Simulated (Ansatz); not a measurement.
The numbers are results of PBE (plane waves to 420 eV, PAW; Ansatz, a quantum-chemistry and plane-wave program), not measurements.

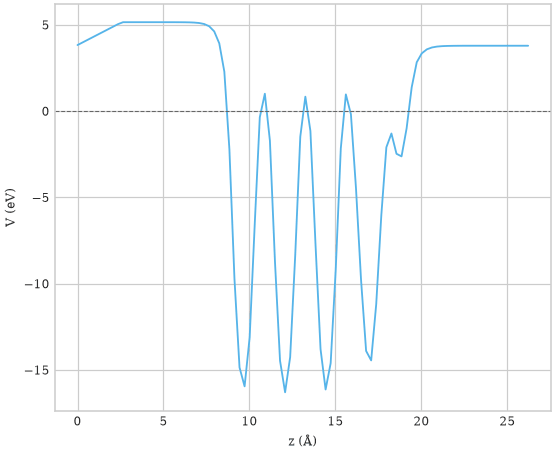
Figure: Electrostatic potential energy of an electron, averaged over planes parallel to the surface, in eV from the Fermi level, for Ru on the 1x1 (111) surface of fcc Au (the real clean face reconstructs), one in a 2x2 cell, started at the site 'bridge Au-Au (span 2.9 Å)'

Set-up: 17 atoms, 7.2 Å thick at the start under the adsorbate (thin: gaps and levels are the slab's own); mesh 6x6x1; 0.1 eV smearing; dipole correction on; 8 atoms held, the rest relaxed; held to the start's symmetry, so lower structures may exist; spin-polarised, no spin-orbit, no U, no dispersion correction. At the end it is bonded to 4 Au. In PBE this state lies 0.03 eV over the lowest of the starts that converged ('hollow Au-Au-Au over Au at depth 4.8 Å').

Problem. The surface cell has an area of 29.93 Å². What dipole along the normal does the step between the two vacuum levels imply?

Solution. the top vacuum level lies 1.36 eV below the bottom one; p = −ε₀ A ΔV (ε₀ = 0.005526 e/(V·Å)) gives 0.23 e·Å a cell.
